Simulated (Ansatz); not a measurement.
# What BiN (model cell, started as CsCl type) distorts into, part 3 of 3

Aim: this structure of BiN (model cell, started as CsCl type) is to be tested for unstable modes, and one is followed downhill.

Ansatz 0.2.0; DFT PBEsol, scalar-relativistic, plane waves, PAW.

So far. Step 4 (The mode frozen in, largest atomic shift 0.32 Å): The run ends at a pressure of 3.98 GPa, with forces up to 0.74 eV/Å. Step 5 (Energy along the mode, all amplitudes (two of the runs …): The lowest of the steps tried is at 0.32 Å, 47.5 meV/atom below the parent; the bottom of the well need not coincide with a step.

The structure was built from a prototype and need not be the compound's stable phase.

## 6. Relaxation from the frozen mode (continued)

The steps of the relaxation (22 of 44):

| step | energy less that of the first step (eV) | largest force component (eV/Å) | pressure (GPa) | volume (Å³) |
| --- | --- | --- | --- | --- |
| 1 | 0.0000 | 0.7357 | 3.98 | 123.55 |
| 3 | -0.2313 | 0.4294 | -1.41 | 131.12 |
| 5 | -0.3766 | 0.2351 | 0.51 | 135.49 |
| 7 | -0.5163 | 0.1138 | 0.27 | 135.69 |
| 9 | -0.7805 | 0.1481 | 0.34 | 135.12 |
| 11 | -1.0032 | 0.0704 | -0.38 | 132.28 |
| 13 | -1.0058 | 0.0368 | -0.37 | 132.50 |
| 15 | -1.0077 | 0.0058 | 0.00 | 132.06 |
| 17* | -1.4031 | 0.0176 | 3.03 | 132.04 |
| 19 | -1.5564 | 0.0229 | 2.51 | 132.80 |
| 21 | -1.7820 | 0.0670 | 1.18 | 135.23 |
| 24 | -1.8357 | 0.3475 | -0.11 | 138.97 |
| 26 | -1.8632 | 0.0154 | 0.17 | 138.40 |
| 28 | -1.8628 | 0.0005 | 0.00 | 138.61 |
| 30 | -1.9795 | 0.0177 | 0.43 | 139.65 |
| 32 | -1.9999 | 0.0665 | 0.08 | 143.94 |
| 34 | -2.0016 | 0.0211 | 0.07 | 144.26 |
| 36 | -2.0017 | 0.0055 | -0.02 | 144.31 |
| 38* | -2.0230 | 0.0007 | 0.07 | 144.31 |
| 40 | -2.0222 | 0.0012 | 0.00 | 145.74 |
| 42* | -2.0255 | 0.0003 | 0.01 | 145.84 |
| 44* | -2.0256 | 0.0010 | 0.00 | 146.10 |

Relaxation steps marked * repeat the geometry before them on a plane-wave basis chosen anew for their cell, so energy and pressure can jump there. Other such steps can lie between the rows shown. Relaxation steps 2, 13, 15, 24, 26, 33 were tried and not accepted.

Forces are held to the 8 operations that the run works with; a distortion that breaks them can't arise in this run.

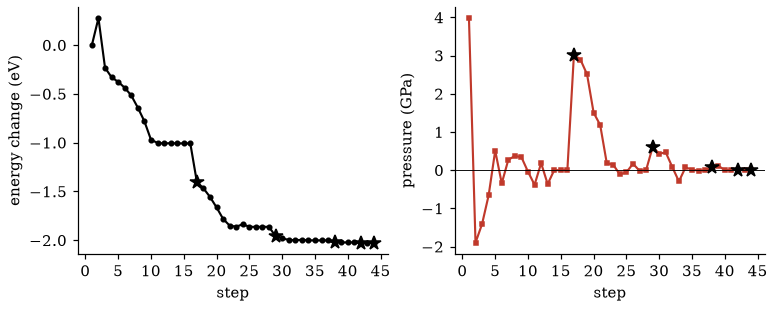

Energy and pressure along the relaxation. Stars mark steps on a basis chosen anew.

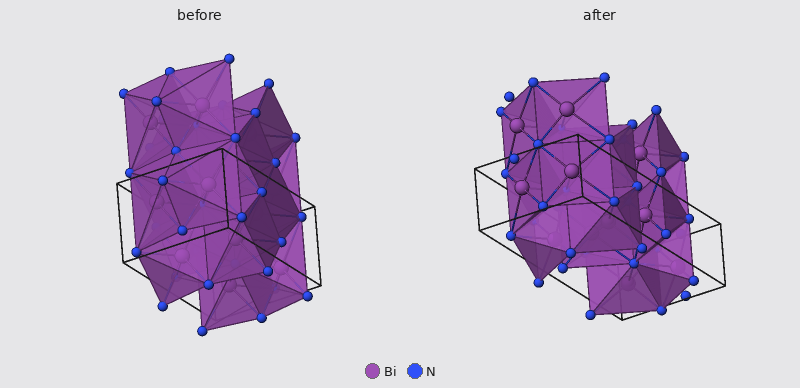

Before and after, at one scale. Bonds to atoms that aren't drawn are left out.

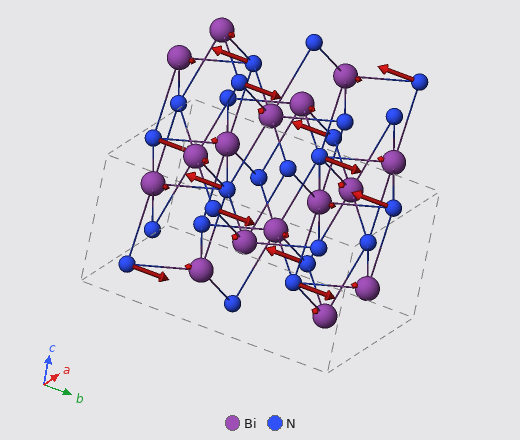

Displacements in the relaxation, exaggerated, measured against the changing cell; the longest in the cell stands for 0.95 Å. 1×1×2 conventional cells are drawn. Some periodic images of atoms are drawn too.

```csv
cell as run,before,after,change
a (Å),4.437,3.471,-21.8 %
b (Å),5.434,7.500,+38.0 %
c (Å),5.434,7.500,+38.0 %
α (°),70.53,48.45,-31.3 %
volume (Å³/atom),15.44,18.26,+18.3 %
```

The atoms that moved most (Å, as changes of fractional coordinates times the final cell):

```csv
atom,dx,dy,dz,length
N8,0.669,0.669,0.000,0.946
N7,-0.669,-0.669,0.000,0.946
Bi3,-0.116,-0.116,-0.038,0.168
Bi4,0.116,0.116,-0.038,0.168
Bi2,0.116,0.116,0.038,0.168
Bi1,-0.116,-0.116,0.038,0.168
N6,0.037,0.037,0.000,0.053
N5,-0.037,-0.037,0.000,0.053
```

The relaxed structure:

```
Bi N
1.0
    -2.45407    2.45407    0.00000
    -4.83608   -4.83608   -3.07761
    -4.83608   -4.83608    3.07761
Bi N
4 4
Direct
  0.00000 0.50274 0.52119
  0.50000 0.22881 0.24726
  0.00000 0.02119 0.00274
  0.50000 0.74726 0.72881
  0.50000 0.21781 0.71781
  0.00000 0.03219 0.53219
  0.50000 0.85524 0.35524
  0.00000 0.39476 0.89476
```

Numbers from this step:

| Property | Result |
| --- | --- |
| pressure | -0.003125 GPa |
| volume per atom | 18.26 Å³ |

The distorted start has space group Cmcm; the relaxation ends in Cmcm.

## 7. The new phase in its own primitive cell

The relaxed structure is symmetrised, reduced to its primitive cell and relaxed tightly, as its phonons need.

Contents of input.yaml:

```yaml
crystal:
  lattice:
    - [3.0776108702, -6.8392486093, 0.0]
    - [3.0776108702, 6.8392486093, 0.0]
    - [0.0, 0.0, 3.4705858183]
  atoms:
    - { symbol: Bi, position: [0.8777353737, 0.6038137118, 0.25] }
    - { symbol: Bi, position: [0.6038137118, 0.8777353737, 0.75] }
    - { symbol: Bi, position: [0.3961862882, 0.1222646263, 0.25] }
    - { symbol: Bi, position: [0.1222646263, 0.3961862882, 0.75] }
    - { symbol: "N", position: [0.5928088742, 0.4071911258, 0.75] }
    - { symbol: "N", position: [0.4071911258, 0.5928088742, 0.25] }
    - { symbol: "N", position: [0.2302350849, 0.7697649151, 0.75] }
    - { symbol: "N", position: [0.7697649151, 0.2302350849, 0.25] }
kpoints:
  mp_grid: { grid: [6, 6, 10] }
hamiltonian:
  xc: pbesol
scf:
  occupations: { method: methfessel_paxton, width: 0.2 }
output:
  forces: true
  stress: true
  eigenvalues: true
relax:
  adjacent_minimum: "off"
  f_tol: 0.001
  max_steps: 60
  cell: { stress_tol: 0.01 }
```

Launch:

```console
$ ansatz run input.yaml --threads 4 --pin off --max-ram 7168MiB --backend cpu --events-out ev --progress --plain --runs-dir out
```

Numbers of over 12 decimals in the logs are rounded to 6 here.

Log:

```text
[...]
Crystal: 8 atoms, lattice volume = 146.102 Å³
Basis set: ecut = 420 eV, 2867 PW (Γ), exchange–correlation on 108×108×48 points (8 copies of the dense FFT grid, shifted against one another)
Bands: 48, of which v1, the nominal top of the filled ones, is band 40 counted from 1 (39 counted from 0)
Symmetry: 8 space group operations
[...]
k-points: 78 of 360
[...]
atoms:
    - { symbol: Bi, position: [0.877805, 0.603674, 0.250000] }
    - { symbol: Bi, position: [0.603674, 0.877805, 0.75] }
    - { symbol: Bi, position: [0.396326, 0.122195, 0.250000] }
    - { symbol: Bi, position: [0.122195, 0.396326, 0.75] }
    - { symbol: N, position: [0.592931, 0.407069, 0.75] }
    - { symbol: N, position: [0.407069, 0.592931, 0.250000] }
    - { symbol: N, position: [0.230312, 0.769688, 0.75] }
    - { symbol: N, position: [0.769688, 0.230312, 0.250000] }
[key lines of the parts left out:]
SCF converged after 8 iterations
Free energy (F): -50474.456416 eV
Fermi energy:    11.640954 eV
P = ⅓ Tr σ = -0.0015 GPa (-0.015 kbar)
```

Wall time 68 s (4 threads of Arm Neoverse V2, shared host); peak memory 0.77 GiB.

Little changed from the start: no atom moved by 0.005 Å and no cell edge by 0.1 %.

Numbers from this step:

| Quantity | Value |
| --- | --- |
| pressure | -0.001465 GPa |
| volume per atom | 18.28 Å³ |

The largest force component left is 0.64 meV/Å and the pressure is -0.001 GPa, within the tolerances set. The cell now holds 18.28 Å³/atom.

## 8. The phases reached

The phases reached along the modes that were followed are set side by side.

Energies are those of the first relaxation, on the mesh of the frozen mode; space group, volume and gap are those of the last relaxation. Phases, by row:

```
                   mode frozen in  space group  energy from parent (meV/atom)  volume (Å³/atom)  gap on mesh (eV)  lowest zone-centre optical mode (cm⁻¹)  largest shift (Å)
                           parent        Pm-3m                              0             15.44                 0                                       –                  –
   q = (0, -0.5, -0.5), 256i cm⁻¹         Pmma                         -161.4             20.43                 0                                   -60.6              0.629
   q = (0, -0.5, -0.5), 256i cm⁻¹         Cmmm                         -46.54             16.14                 0                                  -226.2              0.307
   q = (0, -0.5, -0.5), 256i cm⁻¹         Pmma                         -161.4             20.43                 0                                   -60.6              0.629
q = (0.25, 0.25, -0.5), 255i cm⁻¹         Cmcm                         -300.7             18.28                 0                                       –              1.439
```

## 9. What came out

```yaml
unstable_mode_of_the_parent: q = (0.25, 0.25, -0.5), 254i cm⁻¹
depth_at_the_lowest_point_sampled: 47.5 meV/atom
largest_atomic_shift_at_that_point: 0.32 Å
space_group_reached_within_0p01_a: Cmcm
energy_gained_over_the_parent_first_relaxation_on_the_mesh_of_the_frozen_mode: 301 meV/atom
volume_per_atom_phase_reached: 18.3 Å³
```

What this shows: Along this mode the structure falls into Cmcm, 301 meV/atom below the parent. At the parent's cell the well is 47.54 meV/atom deep on the steps tried, with its lowest point at a shift of 0.32 Å. Relaxing atoms and cell changes the gain by +253.17 meV/atom against the lowest step (energies at zero smearing). Most of the total comes from this relaxation. The modes of the phase reached were not computed on this path. Of the 4 patterns followed to their end from this parent, this one reaches the lowest energy. Each path keeps the symmetry of its pattern, so a lower phase may lie along a pattern not tried. With no gap, or one that is small against the smearing, the frequencies hang on the k mesh and the smearing, most of all near Kohn anomalies. Spin-orbit coupling is left out, which can matter for the heavy elements here. A phonon run warned that its eigensolver left some bands unconverged in a pass. The starting cell was built on a prototype and not taken from a measurement, so the phase need not exist.

[Logs are printed without paths, hosts, clocks, repeated set-up lines and the standing remarks that a program may print on its own settings, such as how far it seeks lower states.]

[Hosts, paths, dates, database ids (printed as entryN), source tags and the programs' standing remarks are cut or masked in the printed files.]
